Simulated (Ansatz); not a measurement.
# RPA@PBE/STO-3G run of GeH2Cl− (SMILES [Cl][GeH2-])

Aim: the energy change on altering one bond length of GeH2Cl− at RPA@PBE/STO-3G, from 2 runs. 

The calculation is run with Ansatz 0.2.0.

6 further runs of the same task are left out: 5 that didn't finish, 1 set aside as unsound or not needed.

### 1 The system as given

GeH2Cl− has 4 atoms, charge -1, and is taken as a singlet. SMILES: `[Cl][GeH2-]`. Geometry: a GFN2-xTB relaxation, a rough one for these elements and not checked as a minimum.

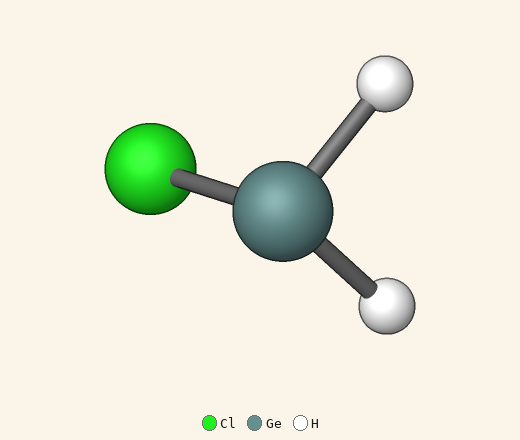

Viewed from a chosen angle; chlorine green, germanium teal, hydrogen white.

### 2 The energy at RPA@PBE/STO-3G

The input, input.yaml:

```yaml
basis:
  gaussian: {orbitals: STO-3G}
crystal:
  periodic: [false, false, false]
  atoms:
    - {symbol: Cl, position_ang: [-1.566020, 0.389730, 1.014420]}
    - {symbol: Ge, position_ang: [0.036260, -0.806600, -0.163840]}
    - {symbol: H, position_ang: [0.151880, 0.384060, -1.448900]}
    - {symbol: H, position_ang: [1.377880, 0.032810, 0.598330]}
total_charge: -1
hamiltonian: {xc: {name: PBE}}
correlation: {method: rpa, frozen_orbitals: {Cl: 5, Ge: 9, H: 0}}
accuracy: high
```

Run with:

```bash
$ ansatz run input.yaml --threads 1 --pin off --max-ram 2610MiB --events-out events.jsonl --progress --plain --runs-dir runs
```

Standard output:

```text
Warning: RAYON_NUM_THREADS=1 ignored (pool sized by the plan → 1); use --threads N
Functional definition: PBE
  name "PBE"
  parameter kappa = 0.804
  parameter beta = 0.06672455060314922
  exchange = pbe_x(kappa = kappa, mu = beta*pi^2/3)
  correlation = pbe_c(beta = beta)
419 factors; integrals over basis functions are off by at most 4.7e-9 eV
mean field evaluation 1: about -68082.6356 eV, gradient 2.2e2 eV
mean field evaluation 2: about -68082.5814 eV, gradient 2.2e2 eV
mean field evaluation 4: about -68093.5372 eV, gradient 2.5e2 eV
mean field evaluation 8: about -68249.7654 eV, gradient 7.7e1 eV
mean field evaluation 16: about -68266.3869 eV, gradient 9.6e-2 eV
mean field evaluation 32: about -68193.5529 eV, gradient 1.1e2 eV
mean field evaluation 64: about -68231.2569 eV, gradient 1.0e2 eV
mean field evaluation 96: about -68266.4188 eV, gradient 3.5e0 eV
mean field -68266.38694212 eV, -2508.7434475040 hartree, gradient 1.3e-8 eV, S^2 0.000000; 2 other end points of the search recorded, 0 dependent functions left out
14 core orbitals not correlated: weight in the atoms' cores, before any rotation towards them, 1.000 or more for the frozen orbitals, at most 0.000 for the correlated occupied ones
reference -68227.71050849 eV, -2507.3221147838 hartree; 12, 12 occupied and 3, 3 virtual orbitals, 419 factors
Total energy: -68231.41749463 eV, -2507.4583440116 hartree
```

Run time: 4.2 s. Hardware: 1 thread of Arm Neoverse V1, shared host; peak memory 0.099 GiB.

### 3 The distorted shape at the same level

The input, in.yaml:

```yaml
crystal:
  periodic: [false, false, false]
  atoms:
    - {symbol: Cl, position_ang: [-1.966600, 0.688820, 1.308992]}
    - {symbol: Ge, position_ang: [0.036260, -0.806600, -0.163840]}
    - {symbol: H, position_ang: [0.151880, 0.384060, -1.448900]}
    - {symbol: H, position_ang: [1.377880, 0.032810, 0.598330]}
basis:
  gaussian: {orbitals: STO-3G}
total_charge: -1
hamiltonian: {xc: pbe}
correlation: {method: rpa, frozen_orbitals: {Cl: 5, Ge: 9, H: 0}}
accuracy: high
```

Run with:

```bash
$ ansatz run in.yaml --threads 1 --pin off --max-ram 2610MiB --events-out events.jsonl --progress --plain --runs-dir runs
```

Standard output, shortened:

```text
Warning: RAYON_NUM_THREADS=1 ignored (pool sized by the plan → 1); use --threads N
Functional definition: PBE
  name "PBE"
[...]
406 factors; integrals over basis functions are off by at most 8.7e-9 eV
[...]
mean field -68265.30571599 eV, -2508.7037131763 hartree, gradient 2.1e-8 eV, S^2 0.000000; 4 other end points of the search recorded, 0 dependent functions left out; unrestricted orbitals would lower it
unrestricted determinant -68228.06022805 eV, -2507.3349667405 hartree, S^2 0.0000
14 core orbitals not correlated: weight in the atoms' cores, before any rotation towards them, 1.000 or more for the frozen orbitals, at most 0.000 for the correlated occupied ones
reference -68226.38430754 eV, -2507.2733777977 hartree; 12, 12 occupied and 3, 3 virtual orbitals, 406 factors
Total energy: -68230.68489824 eV, -2507.4314215909 hartree
```

Run time: 4.2 s. Hardware: 1 thread of Arm Neoverse V1, shared host; peak memory 0.11 GiB.

### 4 Summary of results

Level: RPA@PBE/STO-3G, 14 core orbitals frozen.

```
                                                           quantity           value
                                          first shape: total energy  -2507.45834 Eh
                      first shape: RPA correlation energy (valence)      -136.2 mEh
                                      distorted shape: total energy  -2507.43142 Eh
                  distorted shape: RPA correlation energy (valence)      -158.0 mEh
energy change with the Cl1–Ge2 bond stretched from 2.321 to 2.901 Å        0.733 eV
```

What this shows: With the Cl1–Ge2 bond stretched from 2.321 to 2.901 Å the energy rises by 0.73 eV (16.9 kcal/mol). The first shape isn't relaxed at this level, so the change isn't measured from a minimum. The minimal basis adds a large error of its own. The restricted solution (distorted shape) is unstable to spin breaking: an unrestricted one lies lower.
